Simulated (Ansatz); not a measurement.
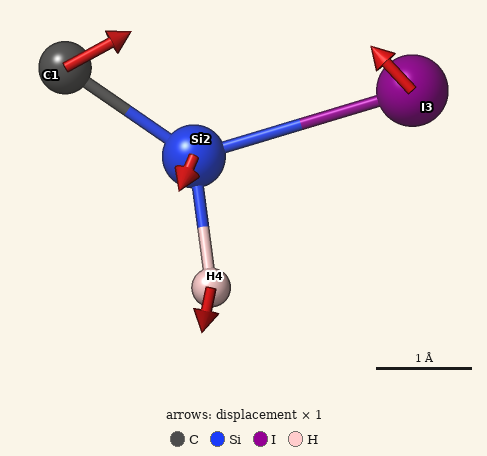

This is a relaxation of CHISi. The starting structure is drawn; red arrows show the displacements, at their true length. The two geometries are superimposed by the best rigid fit.

A ball-and-stick model, seen face on.

It is one of the separated reactants of a reaction.

Theory: Ansatz 0.2.0, RKS PBE-D4/def2-SVP. Set-up: force threshold 0.03 eV/Å; at most 250 steps.

### What did the optimiser do to the structure, and how much energy did it gain?

After 12 accepted moves (13 points after the start) the energy has fallen by 0.928 eV. The largest force component goes from 4.4 to 0.014 eV/Å. The line search rejected the trial step at point 8 of the run. The largest move after the best rigid fit is that of C1, 0.80 Å. By element the largest moves are C 0.80 Å, I 0.65 Å, H 0.50 Å, Si 0.44 Å. Among the contacts that change: C1–I3 3.664 → 2.514 Å, Si2–I3 2.404 → 2.541 Å, C1–Si2 1.648 → 1.770 Å, Si2–H4 1.420 → 1.513 Å. Bond angles that change, for instance: C1–Si2–I3 128.5° → 68.7°, C1–Si2–H4 130.4° → 172.9°, I3–Si2–H4 98.6° → 118.3°. The run took 13 s on 2 threads of Arm Neoverse V2 (shared host).
